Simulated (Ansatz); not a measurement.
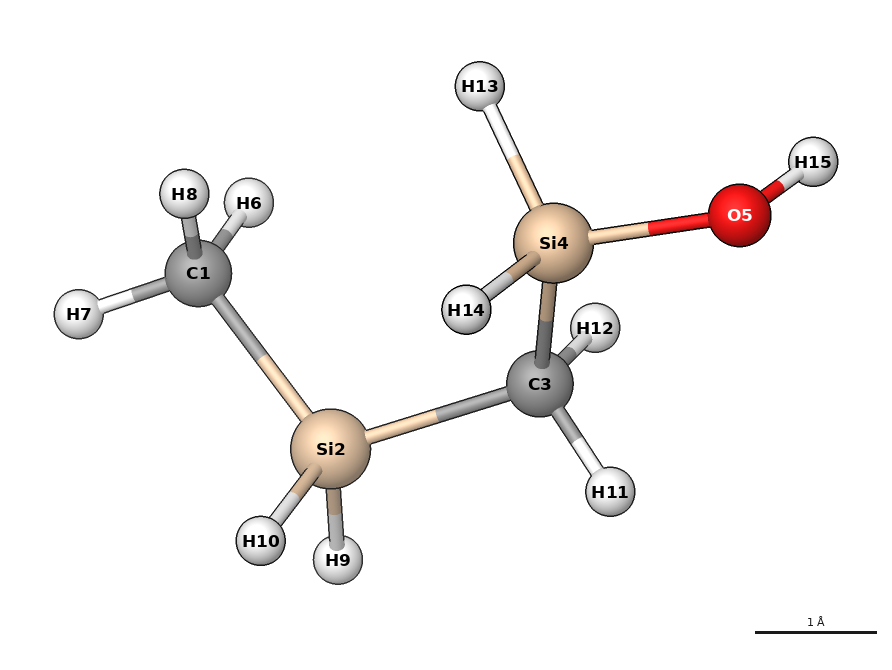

The geometry was computed by an optimisation with PBE0-D4/def2-TZVP. No frequency run is at hand to confirm it as a minimum.

### How are the neighbours of atom 2 arranged?

Si2 has 4 neighbours (C1 at 1.87, C3 at 1.88, H9 at 1.49, H10 at 1.49 Å); the arrangement is tetrahedral.

### How are the neighbours of atom 4 arranged?

Si4 has 4 neighbours (C3 at 1.86, O5 at 1.65, H13 at 1.49, H14 at 1.48 Å); the arrangement is tetrahedral.

### What is the geometry at C1?

C1 has 4 neighbours (Si2 at 1.87, H6 at 1.09, H7 at 1.09, H8 at 1.09 Å); the arrangement is tetrahedral.

### Describe the coordination of atom 5.

O5 has 2 neighbours (Si4 at 1.65, H15 at 0.96 Å); the arrangement is bent.

### What is the dihedral angle C1–Si2–C3–Si4?

58° in size, that is gauche.
